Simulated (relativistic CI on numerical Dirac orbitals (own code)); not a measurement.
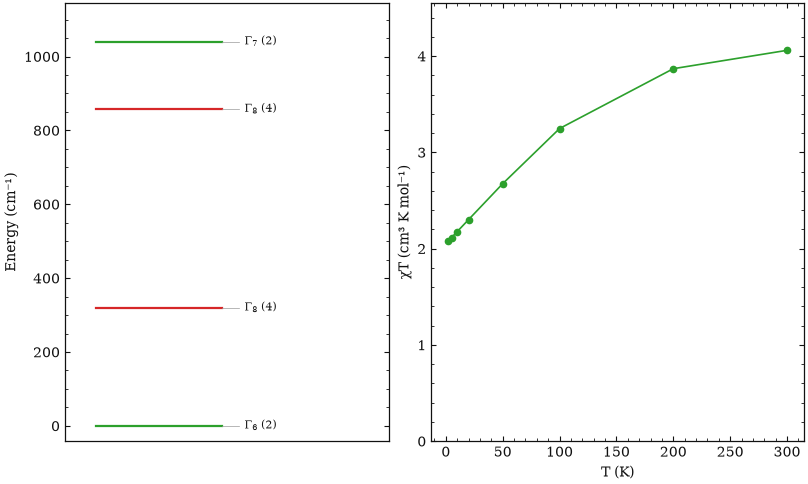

Co²⁺ (3d⁷) in a field of Oh symmetry with 10Dq = 3,250 cm⁻¹. Labels give the double-group representation and, in brackets, the degeneracy; the lowest 4 of 39 levels are drawn. Computed by Dirac CI, KLI exchange-only orbitals, Breit term, model QED, valence Slater integrals scaled by 0.8 (radial Dirac CI code). One open-shell configuration in a parametric field without covalency; powder susceptibility by Van Vleck's formula.

> What are the ground level, its g values and the first gap?

The free ion's lowest level is ⁴F₉/₂. The ground level is Γ₆, a Kramers doublet, with total spin S = 1.50 (from expectation values); its principal g values, for an effective spin of 1/2, are 4.68, 4.68 and 4.68. The next level lies at 319 cm⁻¹ (Γ₈). The field lowers the ground state by 1,930 cm⁻¹ against the free ion. χT is 2.08 cm³ K mol⁻¹ at 2 K, 2.67 at 50 K and 4.06 at 300 K, an effective moment of 5.70 μB at room temperature.

Known limits: the configuration is the one typed, which at low charge need not be the free ion's ground configuration.
